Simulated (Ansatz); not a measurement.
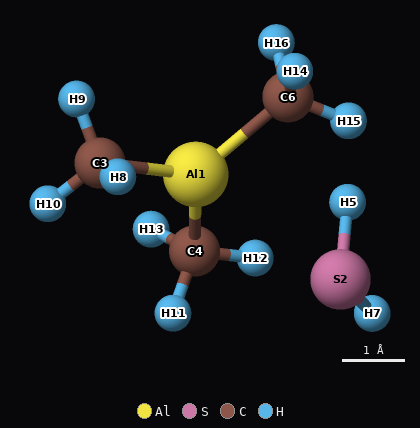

The starting structure (ball-and-stick view, seen at a tilt; atoms are numbered from 1 in the order of the input). Sticks mark near contacts.

# Geometry relaxation, with input and output: C$_{3}$H$_{11}$AlS (part 1 of 3)

- system: C$_{3}$H$_{11}$AlS
- method: RKS BLYP/def2-SVP (Ansatz 0.2.0)

It belongs to a series of runs on one base structure; here: end point B relaxed. Figures and captions count atoms from 1; the log counts them from 0 in places.

**Log**
```
The last accepted step is kept in [file] (removed where the run ends without a failure and the disk answers)
Engine: ansatz 0.2.0, aarch64-unknown-linux-gnu
Functional definition: BLYP
  parameter beta = 0.0042
  parameter a = 0.04918
  parameter b = 0.132
  parameter c = 0.2533
  parameter d = 0.349
  exchange = b88_x(beta = beta)
  correlation = lyp_c(a = a, b = b, c = c, d = d)
1510 factors; their error is unknown
mean field evaluation 1: about -20689.4193 eV, gradient 9.6e1 eV
mean field evaluation 2: about -20657.8342 eV, gradient 1.3e2 eV
mean field evaluation 4: about -20712.7334 eV, gradient 5.4e0 eV
mean field evaluation 8: about -20712.8229 eV, gradient 1.4e-1 eV
mean field evaluation 16: about -20712.7561 eV, gradient 2.4e-4 eV
mean field -20712.75607682 eV, -761.1797462128 hartree, gradient 1.2e-5 eV, S^2 0.000000; 0 other end points of the search recorded, 0 dependent functions left out
the calculation of the forces begins
reference -20712.75645316 eV, -761.1797600431 hartree; 29, 29 occupied and 104, 104 virtual orbitals, 1510 factors
relax step   1: F+E_penalty+E_count = -20712.75607682 eV  Δ(F+E_penalty+E_count) = +0.000e0 eV  max|allowed force component| = 3.307e-1 eV/Å  Δτ_max = 0.0000 Å  (29 SCF iters, accepted)
these checks for a lower state are left out or cut short: starts, cluster_reference, orbital_swaps, neighbouring_geometries, increment
1510 factors; their error is unknown
mean field -20712.80175640 eV, -761.1814249063 hartree, gradient 1.6e-5 eV, S^2 0.000000; 0 other end points of the search recorded, 0 dependent functions left out
[... from here on the field's lines of each further geometry are left out, up to the last ...]
relax step   2: F+E_penalty+E_count = -20712.80175640 eV  Δ(F+E_penalty+E_count) = -4.568e-2 eV  max|allowed force component| = 4.190e-1 eV/Å  Δτ_max = 0.1935 Å  (28 SCF iters, accepted)
relax step   3: F+E_penalty+E_count = -20712.81536584 eV  Δ(F+E_penalty+E_count) = -1.361e-2 eV  max|allowed force component| = 9.002e-1 eV/Å  Δτ_max = 0.1949 Å  (29 SCF iters, accepted)
relax step   4: F+E_penalty+E_count = -20712.88704281 eV  Δ(F+E_penalty+E_count) = -7.168e-2 eV  max|allowed force component| = 7.136e-1 eV/Å  Δτ_max = 0.1903 Å  (27 SCF iters, accepted)
relax step   5: F+E_penalty+E_count = -20712.93459369 eV  Δ(F+E_penalty+E_count) = -4.755e-2 eV  max|allowed force component| = 3.646e-1 eV/Å  Δτ_max = 0.2000 Å  (27 SCF iters, accepted)
relax step   6: F+E_penalty+E_count = -20712.94577479 eV  Δ(F+E_penalty+E_count) = -1.118e-2 eV  max|allowed force component| = 3.117e-1 eV/Å  Δτ_max = 0.0411 Å  (28 SCF iters, accepted)
relax step   7: F+E_penalty+E_count = -20712.96025279 eV  Δ(F+E_penalty+E_count) = -1.448e-2 eV  max|allowed force component| = 2.606e-1 eV/Å  Δτ_max = 0.1932 Å  (27 SCF iters, accepted)
relax step   8: F+E_penalty+E_count = -20712.96956942 eV  Δ(F+E_penalty+E_count) = -9.317e-3 eV  max|allowed force component| = 9.763e-2 eV/Å  Δτ_max = 0.0630 Å  (29 SCF iters, accepted)
relax step   9: F+E_penalty+E_count = -20712.97617655 eV  Δ(F+E_penalty+E_count) = -6.607e-3 eV  max|allowed force component| = 3.732e-2 eV/Å  Δτ_max = 0.1294 Å  (27 SCF iters, accepted)
relax step  10: F+E_penalty+E_count = -20712.95573920 eV  Δ(F+E_penalty+E_count) = +2.044e-2 eV  max|allowed force component| = 6.458e-1 eV/Å  Δτ_max = 0.1954 Å  (28 SCF iters, rejected (line search))
relax step  11: F+E_penalty+E_count = -20712.97921562 eV  Δ(F+E_penalty+E_count) = -3.039e-3 eV  max|allowed force component| = 5.778e-2 eV/Å  Δτ_max = 0.0937 Å  (28 SCF iters, accepted)
relax step  12: F+E_penalty+E_count = -20712.97953494 eV  Δ(F+E_penalty+E_count) = -3.193e-4 eV  max|allowed force component| = 1.754e-1 eV/Å  Δτ_max = 0.0983 Å  (29 SCF iters, accepted)
relax step  13: F+E_penalty+E_count = -20712.98202756 eV  Δ(F+E_penalty+E_count) = -2.493e-3 eV  max|allowed force component| = 4.319e-2 eV/Å  Δτ_max = 0.0261 Å  (30 SCF iters, accepted)
relax step  14: F+E_penalty+E_count = -20712.98325344 eV  Δ(F+E_penalty+E_count) = -1.226e-3 eV  max|allowed force component| = 7.412e-3 eV/Å  Δτ_max = 0.0619 Å  (29 SCF iters, accepted)
relax step  15: F+E_penalty+E_count = -20712.97595578 eV  Δ(F+E_penalty+E_count) = +7.298e-3 eV  max|allowed force component| = 4.712e-1 eV/Å  Δτ_max = 0.1946 Å  (27 SCF iters, rejected (line search))
relax step  16: F+E_penalty+E_count = -20712.98438386 eV  Δ(F+E_penalty+E_count) = -1.130e-3 eV  max|allowed force component| = 8.661e-2 eV/Å  Δτ_max = 0.0937 Å  (29 SCF iters, accepted)
relax step  17: F+E_penalty+E_count = -20712.98453083 eV  Δ(F+E_penalty+E_count) = -1.470e-4 eV  max|allowed force component| = 1.565e-1 eV/Å  Δτ_max = 0.0671 Å  (29 SCF iters, accepted)
relax step  18: F+E_penalty+E_count = -20712.98538106 eV  Δ(F+E_penalty+E_count) = -8.502e-4 eV  max|allowed force component| = 8.907e-2 eV/Å  Δτ_max = 0.0220 Å  (30 SCF iters, accepted)
relax step  19: F+E_penalty+E_count = -20712.98566222 eV  Δ(F+E_penalty+E_count) = -2.812e-4 eV  max|allowed force component| = 5.792e-2 eV/Å  Δτ_max = 0.0424 Å  (29 SCF iters, accepted)
relax step  20: F+E_penalty+E_count = -20712.98641865 eV  Δ(F+E_penalty+E_count) = -7.564e-4 eV  max|allowed force component| = 4.755e-3 eV/Å  Δτ_max = 0.0456 Å  (28 SCF iters, accepted)
relax step  21: F+E_penalty+E_count = -20712.98536579 eV  Δ(F+E_penalty+E_count) = +1.053e-3 eV  max|allowed force component| = 2.135e-1 eV/Å  Δτ_max = 0.1264 Å  (28 SCF iters, rejected (line search))
relax step  22: F+E_penalty+E_count = -20712.98686899 eV  Δ(F+E_penalty+E_count) = -4.503e-4 eV  max|allowed force component| = 4.769e-2 eV/Å  Δτ_max = 0.0616 Å  (28 SCF iters, accepted)
relax step  23: F+E_penalty+E_count = -20712.98702579 eV  Δ(F+E_penalty+E_count) = -1.568e-4 eV  max|allowed force component| = 8.854e-2 eV/Å  Δτ_max = 0.0561 Å  (28 SCF iters, accepted)
relax step  24: F+E_penalty+E_count = -20712.98743373 eV  Δ(F+E_penalty+E_count) = -4.079e-4 eV  max|allowed force component| = 3.248e-2 eV/Å  Δτ_max = 0.0507 Å  (28 SCF iters, accepted)
relax step  25: F+E_penalty+E_count = -20712.98701259 eV  Δ(F+E_penalty+E_count) = +4.211e-4 eV  max|allowed force component| = 1.240e-1 eV/Å  Δτ_max = 0.1169 Å  (28 SCF iters, rejected (line search))
relax step  26: F+E_penalty+E_count = -20712.98773694 eV  Δ(F+E_penalty+E_count) = -3.032e-4 eV  max|allowed force component| = 3.712e-2 eV/Å  Δτ_max = 0.0568 Å  (28 SCF iters, accepted)
relax step  27: F+E_penalty+E_count = -20712.98760689 eV  Δ(F+E_penalty+E_count) = +1.300e-4 eV  max|allowed force component| = 6.241e-2 eV/Å  Δτ_max = 0.0531 Å  (28 SCF iters, rejected (line search))
the calculation of the forces begins
reference -20712.98822712 eV, -761.1882775791 hartree; 29, 29 occupied and 104, 104 virtual orbitals, 1510 factors
relax step  28: F+E_penalty+E_count = -20712.98785156 eV  Δ(F+E_penalty+E_count) = -1.146e-4 eV  max|allowed force component| = 1.565e-2 eV/Å  Δτ_max = 0.0257 Å  (29 SCF iters, accepted)
1510 factors; their error is unknown
mean field evaluation 224: about -20712.9879 eV, gradient 1.0e-2 eV
```

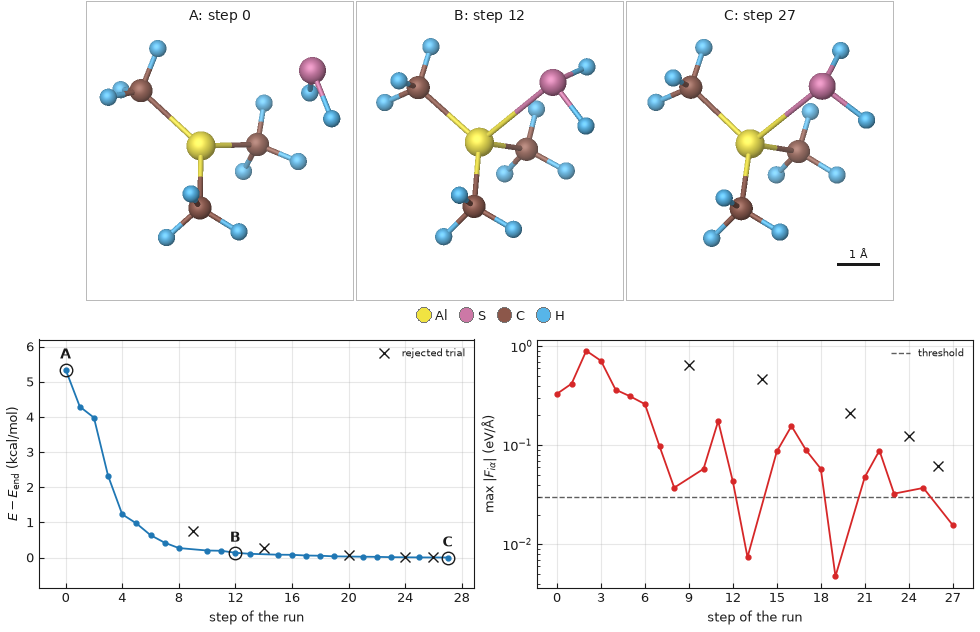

Frames of the relaxation (ball-and-stick view, seen at a tilt) above the curves, on which the letters mark them (the first geometry is step 0 here and step 1 in the log).

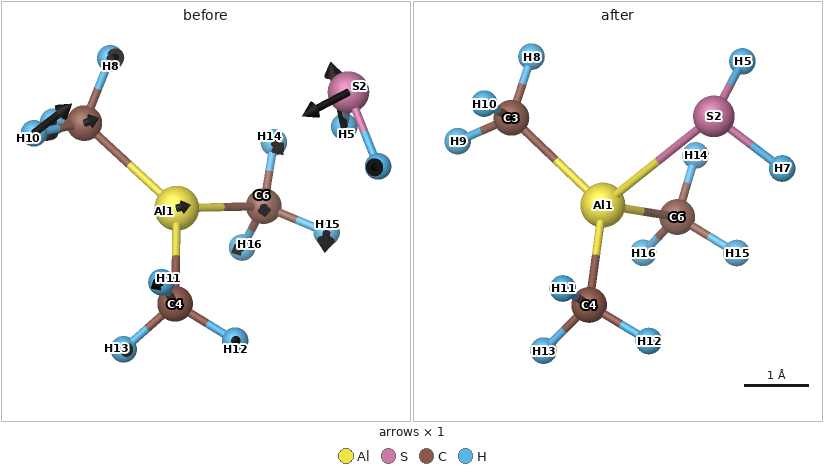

Before (left) and after (right) the relaxation, at one scale (ball-and-stick view, seen at a tilt). The black arrows give the displacements, at true length. Over 27 geometry steps the energy falls by 5.34 kcal/mol. Largest force component: 0.33 eV/Å at the start, 0.016 eV/Å at the end. The line search rejected the trial steps at points 9, 14, 20, 24, 26 (counted from 0) and went back. The largest move after the best rigid fit is that of H5, 1.20 Å. Largest moves by element: H 1.20 Å, S 0.87 Å, C 0.26 Å, Al 0.24 Å. Among the contacts that change: Al1–S2 3.555 → 2.762 Å, Al1–C6 1.977 → 1.996 Å, Al1–C3 1.982 → 1.993 Å, C6–H16 1.118 → 1.114 Å. Among the angles that change: Al1–C3–H8 110.3° → 113.7°, C3–Al1–C4 121.5° → 118.7°. (Atoms are counted from 1 in the order of the input.)

```
mean field -20712.98785156 eV, -761.1882637772 hartree, gradient 2.7e-5 eV, S^2 0.000000; 1 other end points of the search recorded, 0 dependent functions left out
the calculation of the forces begins
reference -20712.98822712 eV, -761.1882775791 hartree; 29, 29 occupied and 104, 104 virtual orbitals, 1510 factors
Total energy: -20712.98822712 eV, -761.1882775791 hartree
Atom 0 at    -0.293504    -0.135218    -0.016757 Å, force    -0.013717     0.000924    -0.005902 eV/Å
Atom 1 at     2.338731     0.401462    -0.659544 Å, force    -0.000701     0.006960     0.015651 eV/Å
Atom 2 at    -0.084306    -2.099498     0.249981 Å, force     0.007421     0.002081     0.002868 eV/Å
Atom 3 at    -1.086375     0.520438    -1.724660 Å, force    -0.000244    -0.000590     0.001270 eV/Å
Atom 4 at     2.837114     0.327487     0.609004 Å, force     0.002270    -0.001340    -0.009023 eV/Å
Atom 5 at    -0.439664     1.026080     1.600380 Å, force     0.007246     0.000110    -0.001442 eV/Å
Atom 6 at     2.253305     1.762516    -0.602223 Å, force    -0.001342    -0.008301    -0.001135 eV/Å
Atom 7 at     0.615398    -2.367069     1.071537 Å, force     0.000260    -0.001667     0.000996 eV/Å
Atom 8 at    -1.067088    -2.544335     0.527774 Å, force    -0.001854     0.001484    -0.001264 eV/Å
Atom 9 at     0.251074    -2.635931    -0.663611 Å, force     0.001100    -0.001756    -0.002181 eV/Å
Atom 10 at    -0.719661    -0.025544    -2.620628 Å, force     0.000534     0.000234     0.000083 eV/Å
Atom 11 at    -0.926589     1.605894    -1.904636 Å, force    -0.000038     0.000547    -0.000857 eV/Å
Atom 12 at    -2.190281     0.372224    -1.703325 Å, force     0.000026     0.000322     0.000681 eV/Å
Atom 13 at     0.248745     0.731386     2.422601 Å, force    -0.000359     0.001261     0.001325 eV/Å
Atom 14 at    -0.268606     2.104856     1.391557 Å, force    -0.000374     0.001131     0.000294 eV/Å
Atom 15 at    -1.468194     0.955453     2.022550 Å, force    -0.000228    -0.001398    -0.001365 eV/Å
Dipole moment:     0.577769     0.272663     0.043877 e Å
```

**Trajectory as extended XYZ (Å, eV, eV/Å), 28 frames, from step=1 to step=28**
```
16
Properties=species:S:1:pos:R:3:forces:R:3 step=1 energy=-20712.75608
Al   -0.4782   -0.2788   -0.0232    0.1162  -0.0851  -0.1980
S     2.9198    0.7608   -0.1367   -0.0975  -0.0056  -0.1190
C    -0.3316   -2.2374    0.2423    0.0235   0.0016   0.0135
C    -1.0739    0.4923   -1.7506    0.0017   0.0084  -0.0058
H     1.9851    1.1050    0.7955    0.1590   0.0511   0.0002
C    -0.2629    0.9073    1.5440   -0.1915   0.1518   0.3307
H     2.5383    1.7860   -0.9574    0.0294  -0.0704   0.0563
H     0.7058   -2.5113    0.5385   -0.0184  -0.0077  -0.0029
H    -0.9870   -2.5824    1.0730   -0.0025  -0.0010  -0.0044
H    -0.5860   -2.8385   -0.6552   -0.0024   0.0159  -0.0027
H    -0.5295    0.0521   -2.6143   -0.0053  -0.0006   0.0091
H    -0.9624    1.5961   -1.8065   -0.0025  -0.0162  -0.0031
H    -2.1514    0.2685   -1.9237    0.0037  -0.0006   0.0041
H     0.3748    0.4835    2.3531   -0.0361   0.0392  -0.0682
H     0.1048    1.9317    1.3082   -0.0346  -0.0645   0.0118
H    -1.2656    1.0653    2.0132    0.0576  -0.0163  -0.0216
16
Properties=species:S:1:pos:R:3:forces:R:3 step=2 energy=-20712.80176
Al   -0.4643   -0.2657   -0.0152    0.0216   0.0064  -0.0208
S     2.9492    0.6890   -0.2471   -0.4190   0.1400   0.2746
C    -0.3203   -2.2259    0.2415    0.0480  -0.0107  -0.0009
C    -1.0647    0.4982   -1.7442    0.0402   0.0054  -0.0252
H     2.1737    1.1478    0.8008    0.3469  -0.1120  -0.2869
C    -0.3374    0.9110    1.5835   -0.0918   0.0832   0.1162
H     2.5692    1.7436   -1.0278    0.0280  -0.0475   0.0096
H     0.7120   -2.5084    0.5460   -0.0125  -0.0168  -0.0017
H    -0.9872   -2.5776    1.0601   -0.0019   0.0164  -0.0056
H    -0.5675   -2.8157   -0.6657    0.0054   0.0058  -0.0045
H    -0.5182    0.0582   -2.6064   -0.0044   0.0045  -0.0036
H    -0.9612    1.6022   -1.8046   -0.0018  -0.0038  -0.0050
H    -2.1407    0.2662   -1.9161    0.0010  -0.0037   0.0192
H     0.3144    0.5049    2.3882   -0.0112   0.0149  -0.0234
H    -0.0079    1.9506    1.3616    0.0043  -0.0418  -0.0041
H    -1.3489    1.0216    2.0454    0.0472  -0.0403  -0.0378
16
Properties=species:S:1:pos:R:3:forces:R:3 step=3 energy=-20712.81537
Al   -0.4455   -0.2587   -0.0153    0.1628   0.0984  -0.0043
S     2.7951    0.5860   -0.3076   -0.6462   0.8085   0.8474
C    -0.3046   -2.2202    0.2377    0.0319  -0.0242   0.0103
C    -1.0485    0.5017   -1.7453   -0.0113  -0.0115  -0.0226
H     2.2839    1.2242    0.8531    0.5251  -0.5852  -0.9002
C    -0.3503    0.9141    1.5931   -0.1574   0.0432   0.0721
H     2.5539    1.7289   -1.0349    0.0539  -0.2759   0.0491
H     0.7229   -2.5123    0.5490   -0.0154  -0.0110  -0.0013
H    -0.9807   -2.5689    1.0503   -0.0011   0.0058  -0.0098
H    -0.5504   -2.8055   -0.6728    0.0062  -0.0013  -0.0046
H    -0.5076    0.0599   -2.6101   -0.0006   0.0036   0.0011
H    -0.9482    1.6057   -1.8096    0.0034  -0.0001  -0.0022
H    -2.1254    0.2674   -1.9086   -0.0038   0.0067   0.0018
H     0.3035    0.5138    2.3984   -0.0031   0.0018  -0.0122
H    -0.0313    1.9576    1.3752    0.0017  -0.0390  -0.0117
H    -1.3667    1.0065    2.0475    0.0537  -0.0197  -0.0129
```
